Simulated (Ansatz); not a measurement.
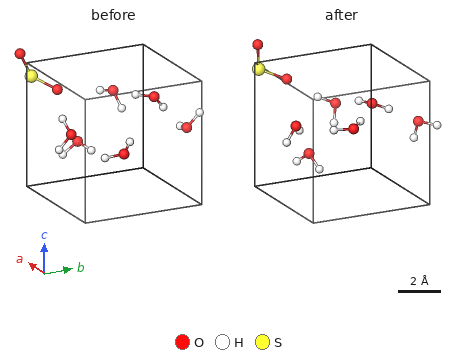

The structure of an amorphous cell of composition H$_{12}$SO$_{8}$ before (left) and after (right) a relaxation, at one scale.

Style: ball-and-stick. Shown: the cell of the calculation, from a free direction.

The cell holds 6 H2O + 1 SO2. The run prepares the start of a later molecular dynamics calculation, from a guessed geometry.

Level of theory: DFT r2SCAN, scalar-relativistic, plane waves, PAW (Ansatz).

Input file:
```yaml
accuracy: low
crystal:
  lattice:
    - [6.333026, 0.0, 0.0]
    - [0.0, 6.333026, 0.0]
    - [0.0, 0.0, 6.333026]
  atoms:
    - { symbol: O, position: [0.8997019, 0.3321156, 0.3988352] }
    - { symbol: H, position: [0.9075585, 0.260949, 0.533979] }
    - { symbol: H, position: [0.8810995, 0.2184655, 0.2981979] }
    - { symbol: O, position: [0.133574, 0.9397568, 0.5930505] }
    - { symbol: H, position: [0.0383859, 0.8347778, 0.6505735] }
    - { symbol: H, position: [0.1344738, 1.050588, 0.698435] }
    - { symbol: O, position: [0.4875107, 0.1793348, 0.4900014] }
    - { symbol: H, position: [0.4944549, 0.3004178, 0.3968299] }
    - { symbol: H, position: [0.504361, 0.0595874, 0.3963698] }
    - { symbol: O, position: [0.5855283, 0.887054, 0.7163419] }
    - { symbol: H, position: [0.6114181, 0.7398049, 0.7485548] }
    - { symbol: H, position: [0.4381362, 0.890674, 0.675688] }
    - { symbol: O, position: [0.4045407, 0.4422142, 0.8887897] }
    - { symbol: H, position: [0.3266991, 0.4773777, 0.7619257] }
    - { symbol: H, position: [0.3522818, 0.3036685, 0.927057] }
    - { symbol: O, position: [0.7274663, 0.6988926, 0.2376494] }
    - { symbol: H, position: [0.6383614, 0.7049913, 0.3618001] }
    - { symbol: H, position: [0.7555841, 0.5496503, 0.2195831] }
    - { symbol: S, position: [0.9062796, -0.0079403, 0.9219407] }
    - { symbol: O, position: [0.8399172, 0.1818306, 0.8038104] }
    - { symbol: O, position: [1.1052281, -0.0050931, 1.0435266] }
basis:
  ecutwfc: 500.0
kpoints:
  mp_grid: { grid: [1, 1, 1] }
hamiltonian:
  xc: r2scan
scf:
  occupations: { method: fermi_dirac, width: 0.02 }
  lower_state_search: "off"
relax:
  f_tol: 0.3
  max_steps: 15
  adjacent_minimum: "off"
```

Launched with:
```bash
ansatz run input.yaml --threads 1 --pin off --max-ram 3072MiB --backend cpu --events-out ev --progress --plain --runs-dir out
```

Summarise the run.

Answer. The relaxation stopped without meeting its thresholds, so the last structure isn't shown to be converged. It used up its limit of 15 steps. The largest move is that of H18, 1.44 Å along [2 1 3]. Largest moves by element: H 1.44 Å, O 1.29 Å, S 0.36 Å. The cell stays as it was. Near-neighbour distances that change, for instance: O16–H17 0.969 → 0.989 Å, S19–O20 1.477 → 1.464 Å, O10–H11 0.969 → 0.977 Å, O10–H12 0.969 → 0.974 Å. Among the angles between lasting bonds that change: O20–S19–O21 119.8° → 112.3°. After 14 geometry steps the energy has fallen by 155 meV per atom. The largest force component goes from 1.9 to 1.2 eV/Å.

Limits of the set-up: the program's low-accuracy preset was used; the periodic images lie only 6.3 Å apart, so the values are limited by the cell's size.
